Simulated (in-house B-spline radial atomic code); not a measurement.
**O⁵⁺: a fraction of an electron removed from 2s**

The exact energy is linear between whole electron numbers. How far does CAM-B3LYP stray from that for O⁵⁺, with charge removed from 2s step by step?

Program: in-house B-spline radial atomic code version 1. Level of theory: scalar-relativistic (spin-free one-electron X2C) CAM-B3LYP, spin-polarised, spherical fractional occupations, Fermi nucleus, basis-set limit. These are calculated values, not measurements, unless marked.

**1. The atom as given**

* element: oxygen (Z = 8)
* charge: +5
* electrons: 3
* configuration: [He] 2s1
* Hamiltonian: scalar-relativistic (X2C)
* nucleus: Fermi, rms radius 2.699 fm

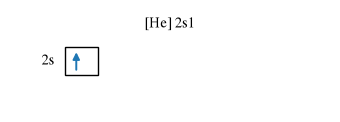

Outer shells as boxes.

Where spins are not typed, each open shell is filled with up spins first.

**2. The start, at fraction 0**

Input settings:

```ini
Z = 8
electrons = 3.0
configuration = [He] 2s1
hamiltonian = x2c
method = camb3lyp
spin_polarised = True
nucleus = fermi
rms_radius = 2.6991
mass_number = 16
atomic_mass = 15.99491461926
speed_of_light = 137.035999084
```

Results of the run (chosen fields of its result record, rounded):

```text
status: converged
scf [iteration, energy, orbital gradient]:
  - [1, -63.5226223393, 0.41]
  - [2, -64.2567421344, 0.0209]
  - [3, -64.2582658001, 0.00996]
  - [4, -64.2586112428, 0.00474]
  - [5, -64.2587120469, 0.000243]
  - [6, -64.2587123104, 6.32e-06]
  - [7, -64.2587123105, 1.21e-07]
energy [hartree]: {"total": -64.2587123105, "kinetic": 64.3136214824, "nuclear": -136.006673375, "coulomb": 12.8667193089, "exact_exchange": -1.27712173009, "xc": -4.15525799671}
orbitals [hartree, bohr; first row names the columns]:
  - ["name", "occ", "eps", "<r>", "<r^2>", "<1/r>", "r_max"]
  - ["1s up", 1.0, -24.551276, 0.19758, 0.052597, 7.6938, 0.12863]
  - ["1s down", 1.0, -24.482061, 0.19781, 0.052694, 7.6834, 0.12884]
  - ["2s up", 1.0, -4.863826, 0.88964, 0.92465, 1.6474, 0.75823]
sum_r [bohr^k]: {"-1": 17.02459, "1": 1.285034, "2": 1.029944}
```

Wall time 0.08 s (1 thread, shared host).

**3. 0.11 electron removed from 2s**

Changes to the settings of step 2:

```diff
@@ -1,4 +1,4 @@
 Z = 8
-electrons = 3.0
-configuration = [He] 2s1
+electrons = 2.89
+configuration = [He] 2s0.89
 hamiltonian = x2c
```

From the record:

```text
status: converged
iterations: 7
energy [hartree]: {"total": -63.7206020392, "kinetic": 63.7826662959, "nuclear": -134.628138219, "coulomb": 12.4606032876, "exact_exchange": -1.23827741773, "xc": -4.09745598623}
orbitals [hartree, bohr; first row names the columns]:
  - ["name", "occ", "eps", "<r>"]
  - ["1s up", 1.0, -24.695468, 0.19753]
  - ["1s down", 1.0, -24.632935, 0.19773]
  - ["2s up", 0.89, -4.9198818, 0.88707]
sum_r [bohr^k]: {"-1": 16.85218, "1": 1.18475, "2": 0.9232771}
energy_minus_base [hartree]: 0.538110271
```

Run time: 0.08 s. Hardware: 1 thread, shared host.

energy_minus_base is the energy less that of the reference run.

**4. 0.14 electron removed from 2s**

Changes to the settings of step 3:

```diff
@@ -1,4 +1,4 @@
 Z = 8
-electrons = 2.89
-configuration = [He] 2s0.89
+electrons = 2.86
+configuration = [He] 2s0.86
 hamiltonian = x2c
```

From the record:

```text
status: converged
iterations: 7
energy [hartree]: {"total": -63.5727780725, "kinetic": 63.636517816, "nuclear": -134.250546938, "coulomb": 12.3515713435, "exact_exchange": -1.22840055127, "xc": -4.08191974243}
orbitals [hartree, bohr; first row names the columns]:
  - ["name", "occ", "eps", "<r>"]
  - ["1s up", 1.0, -24.734911, 0.19751]
  - ["1s down", 1.0, -24.674231, 0.19771]
  - ["2s up", 0.86, -4.9350419, 0.88637]
sum_r [bohr^k]: {"-1": 16.80495, "1": 1.157505, "2": 0.8944167}
energy_minus_base [hartree]: 0.685934238
```

It took 0.08 s on 1 thread, shared host.

**5. 0.31 electron removed from 2s**

Changes to the settings of step 4:

```diff
@@ -1,4 +1,4 @@
 Z = 8
-electrons = 2.86
-configuration = [He] 2s0.86
+electrons = 2.69
+configuration = [He] 2s0.69
 hamiltonian = x2c
```

From the record:

```text
status: converged
iterations: 7
energy [hartree]: {"total": -62.7265956418, "kinetic": 62.7976221527, "nuclear": -132.097914485, "coulomb": 11.7478937695, "exact_exchange": -1.17826963457, "xc": -3.99592744449}
orbitals [hartree, bohr; first row names the columns]:
  - ["name", "occ", "eps", "<r>"]
  - ["1s up", 1.0, -24.959335, 0.19743]
  - ["1s down", 1.0, -24.90941, 0.19758]
  - ["2s up", 0.69, -5.0196422, 0.88252]
sum_r [bohr^k]: {"-1": 16.53572, "1": 1.003952, "2": 0.7326812}
energy_minus_base [hartree]: 1.53211667
```

Run time: 0.08 s. Hardware: 1 thread, shared host.

**6. 0.43 electron removed from 2s**

Changes to the settings of step 5:

```diff
@@ -1,4 +1,4 @@
 Z = 8
-electrons = 2.69
-configuration = [He] 2s0.69
+electrons = 2.57
+configuration = [He] 2s0.57
 hamiltonian = x2c
```

From the record:

```text
status: converged
iterations: 7
energy [hartree]: {"total": -62.1207414446, "kinetic": 62.1946915138, "nuclear": -130.565444815, "coulomb": 11.3364767014, "exact_exchange": -1.1488935303, "xc": -3.93757131462}
orbitals [hartree, bohr; first row names the columns]:
  - ["name", "occ", "eps", "<r>"]
  - ["1s up", 1.0, -25.118631, 0.19737]
  - ["1s down", 1.0, -25.076584, 0.19749]
  - ["2s up", 0.57, -5.0776477, 0.87988]
sum_r [bohr^k]: {"-1": 16.34406, "1": 0.8963879, "2": 0.6202978}
energy_minus_base [hartree]: 2.13797087
```

Run time: 0.08 s. Hardware: 1 thread, shared host.

**7. 0.5 electron removed from 2s**

Changes to the settings of step 6:

```diff
@@ -1,4 +1,4 @@
 Z = 8
-electrons = 2.57
-configuration = [He] 2s0.57
+electrons = 2.5
+configuration = [He] 2s0.5
 hamiltonian = x2c
```

From the record:

```text
status: converged
iterations: 7
energy [hartree]: {"total": -61.7641477796, "kinetic": 61.8389797968, "nuclear": -129.666700714, "coulomb": 11.1021949613, "exact_exchange": -1.1340695806, "xc": -3.90455224294}
orbitals [hartree, bohr; first row names the columns]:
  - ["name", "occ", "eps", "<r>"]
  - ["1s up", 1.0, -25.211861, 0.19733]
  - ["1s down", 1.0, -25.174531, 0.19744]
  - ["2s up", 0.5, -5.1106228, 0.87837]
sum_r [bohr^k]: {"-1": 16.23165, "1": 0.833947, "2": 0.5553916}
energy_minus_base [hartree]: 2.49456453
```

It took 0.08 s on 1 thread, shared host.

**8. 0.71 electron removed from 2s**

Changes to the settings of step 7:

```diff
@@ -1,4 +1,4 @@
 Z = 8
-electrons = 2.5
-configuration = [He] 2s0.5
+electrons = 2.29
+configuration = [He] 2s0.29
 hamiltonian = x2c
```

From the record:

```text
status: converged
iterations: 7
energy [hartree]: {"total": -60.6809256703, "kinetic": 60.7549892274, "nuclear": -126.950271154, "coulomb": 10.4250680152, "exact_exchange": -1.09989375888, "xc": -3.8108180003}
orbitals [hartree, bohr; first row names the columns]:
  - ["name", "occ", "eps", "<r>"]
  - ["1s up", 1.0, -25.492704, 0.1972]
  - ["1s down", 1.0, -25.470139, 0.19727]
  - ["2s up", 0.29, -5.2042682, 0.87392]
sum_r [bohr^k]: {"-1": 15.8919, "1": 0.6479046, "2": 0.3633803}
energy_minus_base [hartree]: 3.57778664
```

Wall time 0.08 s (1 thread, shared host).

**9. 0.84 electron removed from 2s**

Changes to the settings of step 8:

```diff
@@ -1,4 +1,4 @@
 Z = 8
-electrons = 2.29
-configuration = [He] 2s0.29
+electrons = 2.16
+configuration = [He] 2s0.16
 hamiltonian = x2c
```

From the record:

```text
status: converged
iterations: 7
energy [hartree]: {"total": -60.0008923585, "kinetic": 60.0722739572, "nuclear": -125.254652554, "coulomb": 10.0256104349, "exact_exchange": -1.08653546858, "xc": -3.75758872828}
orbitals [hartree, bohr; first row names the columns]:
  - ["name", "occ", "eps", "<r>"]
  - ["1s up", 1.0, -25.667176, 0.19711]
  - ["1s down", 1.0, -25.654308, 0.19716]
  - ["2s up", 0.16, -5.2571244, 0.87107]
sum_r [bohr^k]: {"-1": 15.67983, "1": 0.5336405, "2": 0.2464012}
energy_minus_base [hartree]: 4.25781995
```

Wall time 0.08 s (1 thread, shared host).

**10. 0.88 electron removed from 2s**

Changes to the settings of step 9:

```diff
@@ -1,4 +1,4 @@
 Z = 8
-electrons = 2.16
-configuration = [He] 2s0.16
+electrons = 2.12
+configuration = [He] 2s0.12
 hamiltonian = x2c
```

From the record:

```text
status: converged
iterations: 7
energy [hartree]: {"total": -59.7902920902, "kinetic": 59.8606154409, "nuclear": -124.730992357, "coulomb": 9.90578854359, "exact_exchange": -1.08363376779, "xc": -3.74206994968}
orbitals [hartree, bohr; first row names the columns]:
  - ["name", "occ", "eps", "<r>"]
  - ["1s up", 1.0, -25.720897, 0.19708]
  - ["1s down", 1.0, -25.711118, 0.19712]
  - ["2s up", 0.12, -5.272928, 0.87007]
sum_r [bohr^k]: {"-1": 15.61433, "1": 0.498614, "2": 0.2106763}
energy_minus_base [hartree]: 4.46842022
```

Wall time 0.08 s (1 thread, shared host).

**11. 1 electron removed from 2s**

Changes to the settings of step 10:

```diff
@@ -1,4 +1,4 @@
 Z = 8
-electrons = 2.12
-configuration = [He] 2s0.12
+electrons = 2.0
+configuration = 1s2
 hamiltonian = x2c
```

From the record:

```text
status: converged
iterations: 7
energy [hartree]: {"total": -59.153117344, "kinetic": 59.2193262757, "nuclear": -123.152404864, "coulomb": 9.55464652589, "exact_exchange": -1.07833441383, "xc": -3.69635086767}
orbitals [hartree, bohr; up spins, the down spins are equal]:
  - ["name", "occ", "eps", "<r>"]
  - ["1s up", 1.0, -25.881973, 0.19701]
sum_r [bohr^k]: {"-1": 15.41689, "1": 0.394026, "2": 0.104479}
energy_minus_base [hartree]: 5.10559497
```

Run time: 0.07 s. Hardware: 1 thread, shared host.

**12. Energy against the fraction**

| fraction | energy change (eV) | less the straight line (eV) | level 2s up (eV) | sum of <r²> (bohr²) |
| --- | --- | --- | --- | --- |
| 0 | 0.0000 | 0.0000 | -132.35 | 1.0299 |
| 0.11 | 14.6427 | -0.6396 | -133.88 | 0.92328 |
| 0.14 | 18.6652 | -0.7850 | -134.29 | 0.89442 |
| 0.31 | 41.6910 | -1.3774 | -136.59 | 0.73268 |
| 0.43 | 58.1772 | -1.5629 | -138.17 | 0.62030 |
| 0.5 | 67.8806 | -1.5846 | -139.07 | 0.55539 |
| 0.71 | 97.3565 | -1.2840 | -141.62 | 0.36338 |
| 0.84 | 115.8612 | -0.8403 | -143.05 | 0.24640 |
| 0.88 | 121.5919 | -0.6668 | -143.48 | 0.21068 |
| 1 | 138.9303 | 0.0000 | empty | 0.10448 |

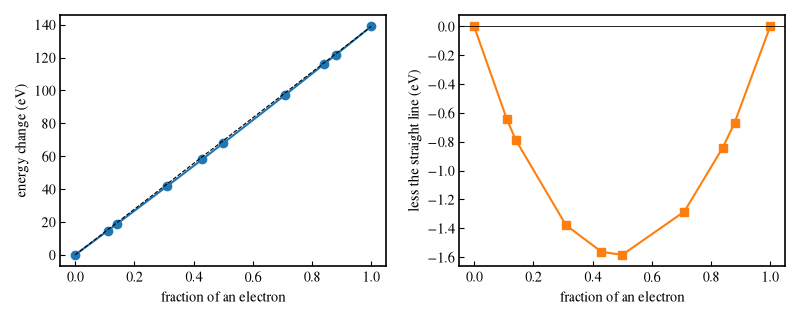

Energy against the fraction, with the straight line between the ends (left), and the difference from it (right).

**Reading.** From fraction 0 to 1 the energy changes by 138.930 eV. It sags under the straight line by up to 1.58 eV (at 0.5); exact theory is straight between whole electron numbers, so this convex bend is an error (delocalisation) that favours fractional charges. Slater's transition state, the slope from the orbital energy at fraction 0.5 (Janak's theorem), gives 139.067 eV for the whole step. The tabulated ionisation energy is 138.119 ± 0.0021 eV (semi-empirical; NIST Atomic Spectra Database), so the whole step is off by +0.81 eV, and minus the highest level at fraction 0 (132.35 eV) by -5.77 eV.
